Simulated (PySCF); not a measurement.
# NMR shielding calculation of BH4 (charge −1)

System: BH4 (B2H6x), charge −1.
Method: GIAO KT3/pcSseg-2 NMR shielding, non-relativistic, gas phase (PySCF 2.14.0).

The geometry comes from this level: PBE0-D3(BJ)/def2-TZVP. Figures and captions count atoms from 1; the log counts them from 0 in places.

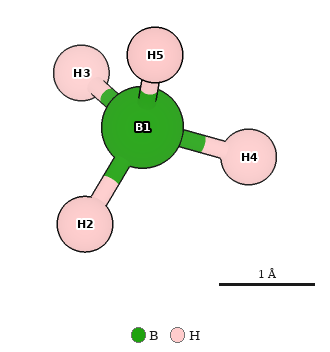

Figure 1. The structure as given in the input (ball-and-stick view, seen at a tilt; atoms are numbered from 1 in the order of the input). Bond lengths as drawn: B–H 1.24 Å.

**Summary**

| quantity | value |
| --- | --- |
| outcome | converged |
| total energy | −27.752608 hartree |
| HOMO | −0.68 eV |
| LUMO | 6.04 eV |
| isotropic shielding, B | 153.3 ppm |
| isotropic shielding, H | 32.0 ppm |
| hardware | 1 CPU thread, shared host |
| wall time | 1.8 s |
| peak memory | 0.35 GiB |

**The input**
```
{"job": {"kind": "nmr", "xc": "KT3", "basis": "pcSseg-2", "pop": false}, "charge": -1, "multiplicity": 1}
B     -0.006182     0.022864    -0.031757
H     -0.787853    -0.814100    -0.502808
H      0.143704    -0.188582     1.179433
H     -0.467702     1.160229    -0.197529
H      1.088393    -0.065770    -0.604202
```

The first line tells a small driver script what to run in PySCF; the rest is the geometry in Å.

Launch command:
```bash
OMP_NUM_THREADS=1 python <driver script> task.json out
```

**What the program printed**
```
coarse grid: 3568 points
cycle   1  E = -27.6391668551  dE = -2.195e-01  |g| = 4.939e-01  |ddm| = 1.173e+00
cycle   2  E = -27.4961227683  dE =  1.430e-01  |g| = 7.361e-01  |ddm| = 1.402e+00
cycle   3  E = -27.7456643736  dE = -2.495e-01  |g| = 1.698e-02  |ddm| = 9.458e-01
cycle   4  E = -27.7457717485  dE = -1.074e-04  |g| = 2.390e-03  |ddm| = 3.610e-02
cycle   5  E = -27.7457744222  dE = -2.674e-06  |g| = 5.383e-04  |ddm| = 4.519e-03
final grid: 32696 points
cycle   6  E = -27.7526057286  dE = -3.978e-05  |g| = 2.437e-03  |ddm| = 3.596e-02
cycle   7  E = -27.7526041953  dE =  1.533e-06  |g| = 3.001e-03  |ddm| = 4.954e-03
cycle   8  E = -27.7526074968  dE = -3.301e-06  |g| = 2.453e-04  |ddm| = 2.976e-03
cycle   9  E = -27.7526075235  dE = -2.669e-08  |g| = 3.380e-05  |ddm| = 3.345e-04
cycle  10  E = -27.7526075242  dE = -6.574e-10  |g| = 3.520e-06  |ddm| = 5.086e-05
```

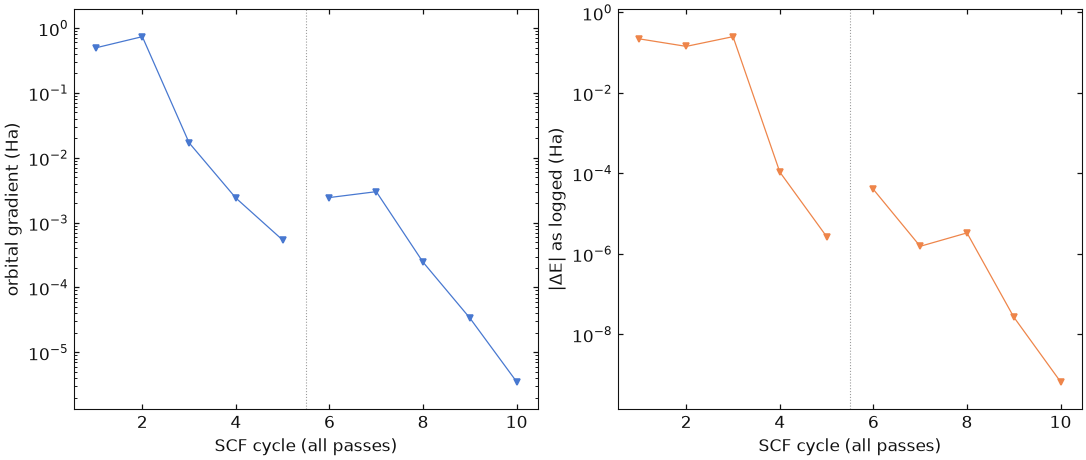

Figure 2. Convergence of the self-consistent field: orbital gradient and size of the energy change against the SCF cycle. The dotted line marks the change from a coarse to the final integration grid. The first 5 cycles use a coarse grid, the final grid takes over at cycle 6, and the field converges after 10 cycles in all.

```
converged SCF energy = -27.7526075242

GIAO shielding tensors (ppm)
atom      isotropic    diamagn.    paramagn.     s11        s22        s33       span
  0 B      153.293     186.613     -33.319    153.267    153.299    153.314      0.048
  1 H       32.043      30.283       1.761     30.872     30.873     34.385      3.513
  2 H       32.040      30.285       1.755     30.868     30.870     34.381      3.513
  3 H       32.040      30.275       1.766     30.869     30.870     34.382      3.513
  4 H       32.042      30.281       1.761     30.870     30.873     34.384      3.513
```
